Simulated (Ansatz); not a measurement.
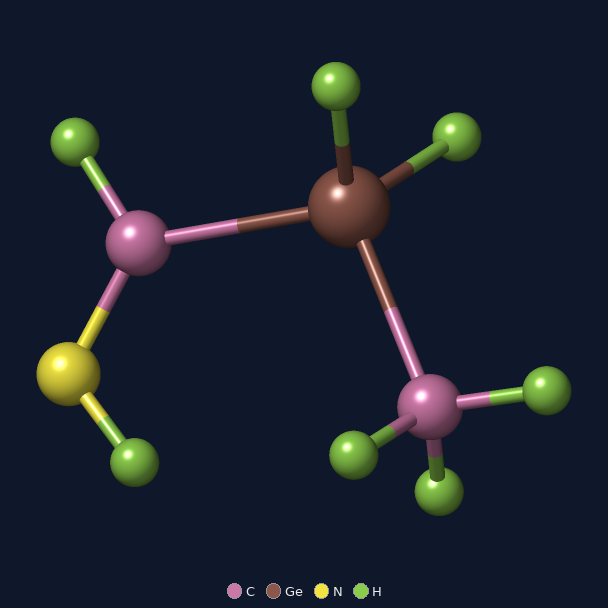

The picture comes from a calculation with Ansatz.

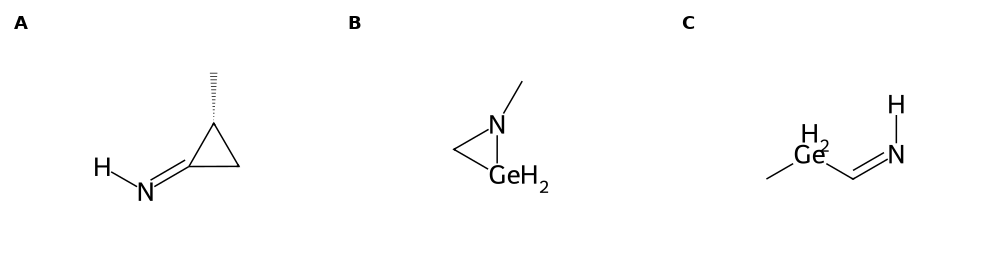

> The first picture shows one of the molecules drawn in the second. Which?

C, `[H]/N=[CH]\[GeH2][CH3]`.
